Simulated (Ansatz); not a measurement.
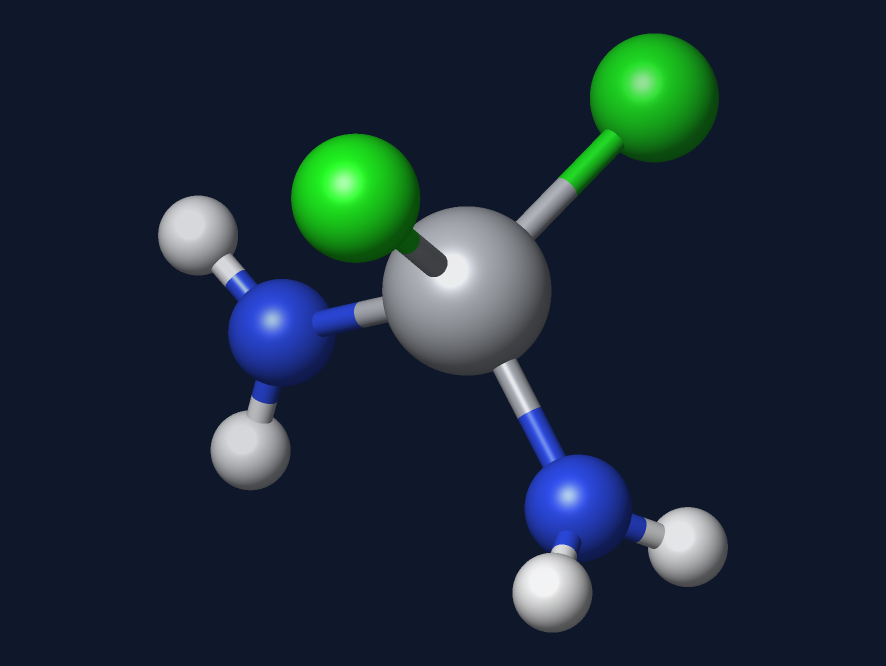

Rendered structure (ball-and-stick style). Colours: nitrogen blue, titanium light grey, chlorine green, hydrogen white.

Charge 0, singlet. The geometry was computed by an optimisation with PBE0-D4/def2-TZVP.

> Count the atoms of each element.

Cl2H4N2Ti, 9 atoms: 2 chlorine, 4 hydrogen, 2 nitrogen and 1 titanium.

> Give the symmetry (Schoenflies symbol).

Cs.

> How many sets of symmetry-equivalent atoms are there?

7: 1 N, 1 Ti, 1 N, 2 Cl, 1 H, 1 H, 2 H.

> What is its SMILES?

[NH2][Ti]([NH2])([Cl])[Cl]

> Count the bonded pairs by element.

4 N–H, 2 N–Ti, 2 Cl–Ti.

More results for the same structure follow; atom numbers are the same in all pictures, views and colours differ.

Dipole moment

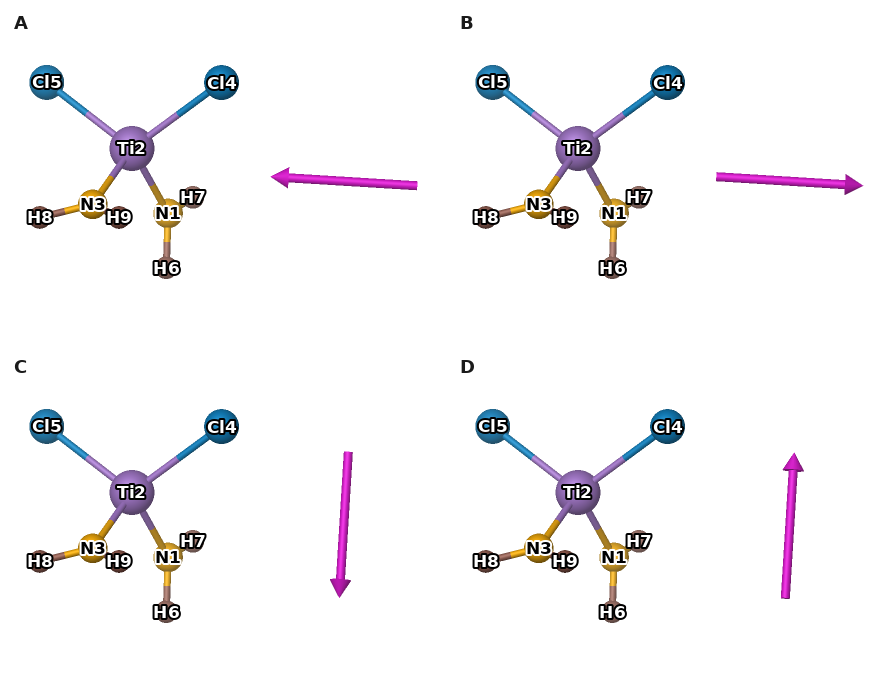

The same molecule four times, each with an arrow. Method: RKS PBE-D4/def2-TZVPP (Ansatz 0.2.0).

> Which arrow points along the dipole moment, from the negative to the positive end?

C. The dipole moment is 3.41 D; it points from the side of Cl4, Cl5 to the side of H6 (the outermost atoms at the two ends).

Charges

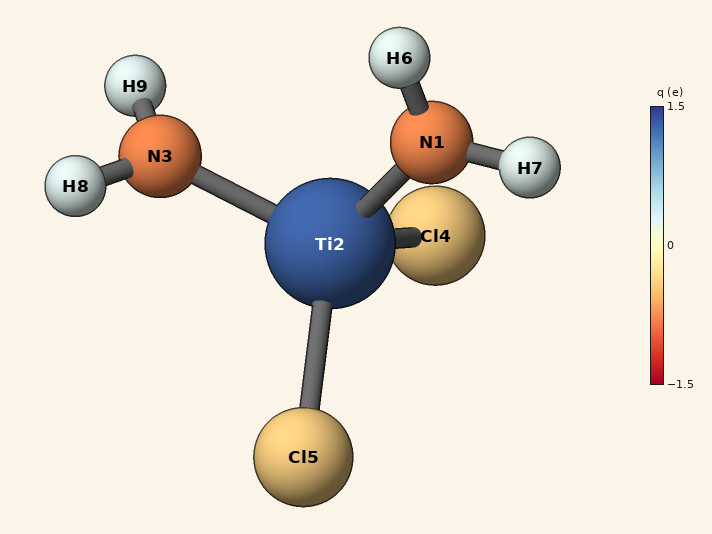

Atoms are coloured by their Mulliken charges. Level of theory: RKS PBE0-D4/def2-TZVP (Ansatz 0.2.0).

Give the Mulliken charges atom by atom.

| atom | value (e) |
| --- | --- |
| N1 | −0.75 |
| Ti2 | 1.26 |
| N3 | −0.77 |
| Cl4 | −0.38 |
| Cl5 | −0.38 |
| H6 | 0.26 |
| H7 | 0.25 |
| H8 | 0.26 |
| H9 | 0.26 |

Vibrations

Harmonic vibrations computed with RKS PBE0-D4/def2-TZVP (Ansatz 0.2.0) at a stationary point of the same level.

> How many vibrational modes are there, and where do they lie?

21 modes: 108, 111, 153, 169, 200, 208, 329, 408, 438, 450, 455, 547, 550, 739, 750, 1508, 1520, 3550, 3556, 3657, 3671 cm⁻¹.

Mulliken values depend strongly on the basis set and can even reverse the polarity of a bond.
